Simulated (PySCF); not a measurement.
Consider B3H9N2 (SMILES B[NH+]1[BH2-][NH2+][BH2-]1).

The calculation's input:

```
{"job": {"kind": "nmr", "xc": "PBE0", "basis": "pcSseg-1"}, "charge": 0, "multiplicity": 1}
B      1.735201    -0.927692    -0.039012
N      0.546713    -0.320156    -0.542027
B      0.124488     1.166953    -0.038533
N     -1.329630     0.730034     0.392033
B     -0.899541    -0.751695     0.060710
H      2.526347    -1.385704    -0.775712
H      1.904253    -0.959747     1.116260
H      0.492091    -0.343307    -1.551346
H      0.771099     1.518967     0.887703
H      0.121455     1.918130    -0.958915
H     -2.079649     1.098132    -0.178500
H     -1.556491     0.900466     1.362215
H     -0.793518    -1.407798     1.039578
H     -1.563495    -1.237057    -0.796621
```

Launched as:

```sh
OMP_NUM_THREADS=1 python probes_run.py task.json out
```

Geometry: GFN2-xTB.

All numbers below come from PBE0/pcSseg-1, SCF density, gas phase, non-relativistic in PySCF.

**What will maps of the electron density and electron localisation function show?**

B–N (1.43 Å): ρ is about 1.9 e/Å³ halfway; the ELF peaks at about 0.95 between the atoms (a polar covalent bond).
N–H (1.01 Å): ρ at the midpoint is about 2.9 e/Å³; the ELF climbs to about 1 towards the hydrogen, as it does in any bond to H; a covalent bond by its length.
B–H (1.17 Å): the density is about 1.4 e/Å³ at the midpoint; the ELF climbs to about 1 towards the hydrogen; an ordinary covalent bond to hydrogen.

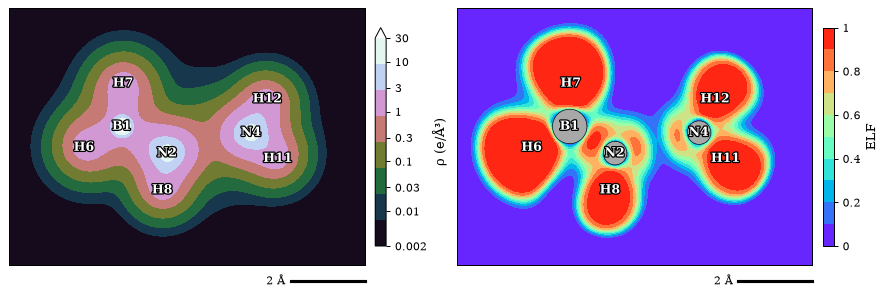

Computed electron density and electron localisation function on the plane of atoms N2, B1 and H7, in this order. Grey discs cover the atomic cores in the ELF map. 
